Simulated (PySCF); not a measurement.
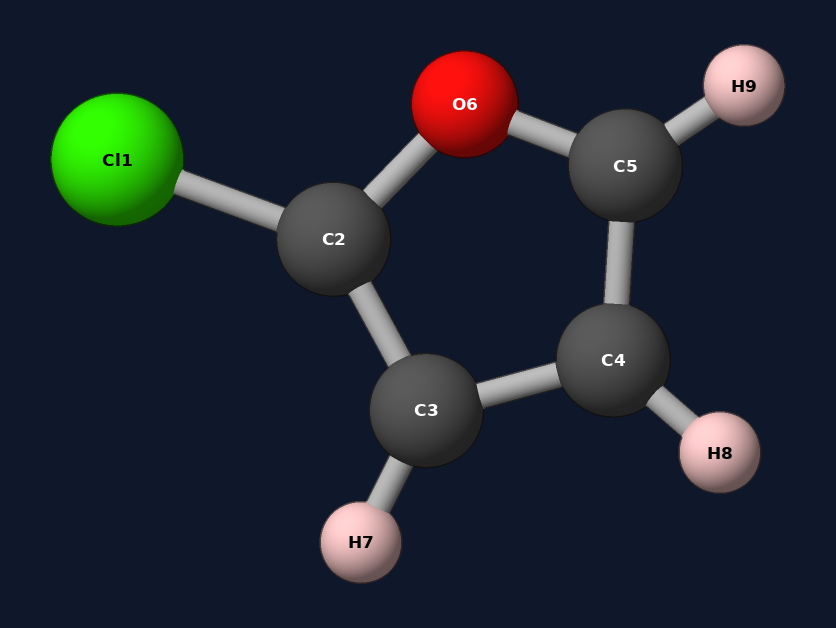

Geometry: a frame of a GFN2-xTB molecular-dynamics simulation, not a minimum. Level of theory: GIAO PBE0/pcSseg-1 NMR shielding, non-relativistic, gas phase (PySCF 2.14.0). Principal shieldings σ11 ≤ σ22 ≤ σ33, span Ω = σ33 − σ11, skew κ = 3(σiso − σ22)/Ω.

Give the shielding tensors of the C atoms.

```csv
atom,σ11,σ22,σ33,σiso,Ω,κ
C2,−30.3,63.5,73.5,35.6,103.9,−0.81
C3,−19.7,55.8,160.0,65.3,179.7,0.16
C4,−19.8,56.5,155.7,64.1,175.4,0.13
C5,−40.3,56.3,127.3,47.8,167.6,−0.15
```

Shieldings and span in ppm.
